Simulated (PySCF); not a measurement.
**C3H11NSi (SiH2Me(NMe2)): density, localisation and related maps**

```json
{"atom": "Si", "x (Å)": "0.8257", "y (Å)": "0.7515", "z (Å)": "0.5864"}
{"atom": "H", "x (Å)": "0.8064", "y (Å)": "0.8004", "z (Å)": "2.0824"}
{"atom": "H", "x (Å)": "2.2362", "y (Å)": "0.7691", "z (Å)": "0.0870"}
{"atom": "C", "x (Å)": "-0.0624", "y (Å)": "2.2715", "z (Å)": "-0.0780"}
{"atom": "H", "x (Å)": "0.4372", "y (Å)": "3.1945", "z (Å)": "0.2568"}
{"atom": "H", "x (Å)": "-1.1057", "y (Å)": "2.3036", "z (Å)": "0.2730"}
{"atom": "H", "x (Å)": "-0.0729", "y (Å)": "2.2719", "z (Å)": "-1.1793"}
{"atom": "N", "x (Å)": "0.1370", "y (Å)": "-0.7752", "z (Å)": "0.1167"}
{"atom": "C", "x (Å)": "0.3839", "y (Å)": "-1.3394", "z (Å)": "-1.1843"}
{"atom": "C", "x (Å)": "-1.0107", "y (Å)": "-1.3221", "z (Å)": "0.7906"}
{"atom": "H", "x (Å)": "0.4972", "y (Å)": "-2.4386", "z (Å)": "-1.1244"}
{"atom": "H", "x (Å)": "1.3156", "y (Å)": "-0.9371", "z (Å)": "-1.6111"}
{"atom": "H", "x (Å)": "-0.4311", "y (Å)": "-1.1376", "z (Å)": "-1.9099"}
{"atom": "H", "x (Å)": "-1.1080", "y (Å)": "-0.8951", "z (Å)": "1.8007"}
{"atom": "H", "x (Å)": "-1.9644", "y (Å)": "-1.1323", "z (Å)": "0.2545"}
{"atom": "H", "x (Å)": "-0.9183", "y (Å)": "-2.4191", "z (Å)": "0.9053"}
```

Geometry: PBE0-D3(BJ)/def2-SVP.

Computed with PBE0/pcSseg-1, SCF density, gas phase, non-relativistic in PySCF 2.14.0.

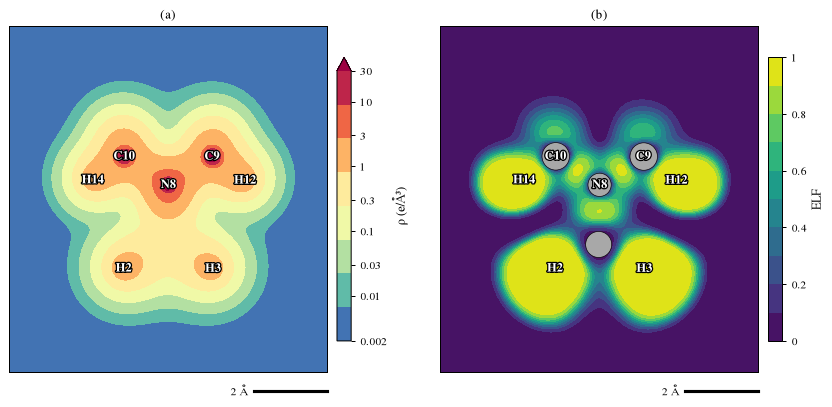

Figure 1. (a) total electron density; (b) electron localisation function on the plane of atoms N8, C9 and H12. Grey discs cover the atomic cores in the ELF map.

What do the fields say about this system?

Answer.
- The section cuts through H, N and C sites.
- C–N (1.44 Å): ρ is about 1.9 e/Å³ halfway; the ELF peaks at about 0.95 between the atoms (a covalent bond).
- C–H (1.10 Å): ρ is about 2 e/Å³ halfway; the ELF climbs to about 1 towards the hydrogen, as it does in any bond to H; a covalent bond by its length.

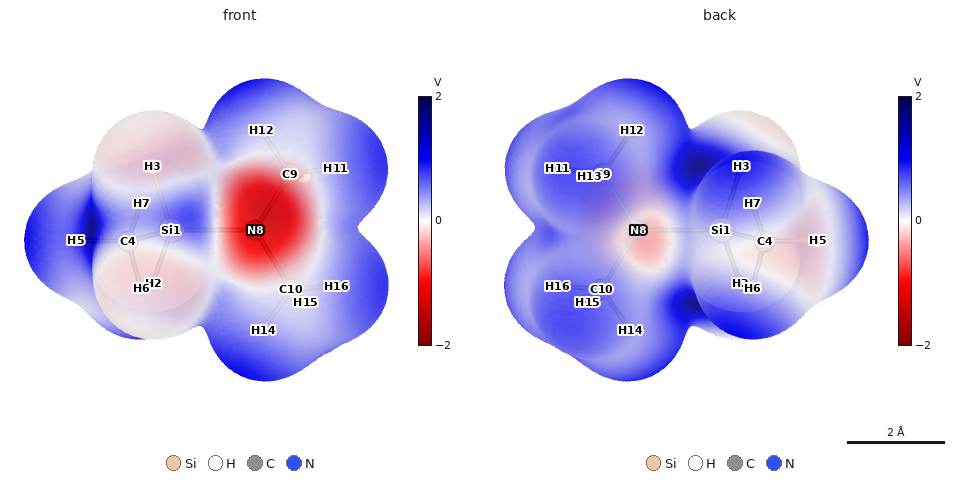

Figure 2. The molecular electrostatic potential painted on the density surface at 0.004 e/bohr³, seen from the front and from behind; the colour scale runs from red (negative) to blue (positive).

Where is the surface potential most negative and most positive?

Answer. The most negative region (about −1.2 V) lies over N8, the most positive (about +1.6 V) over Si1. N8 is the likeliest acceptor of a hydrogen bond.

How polar is the molecule by this calculation?

Answer. Its dipole moment is 0.96 D.
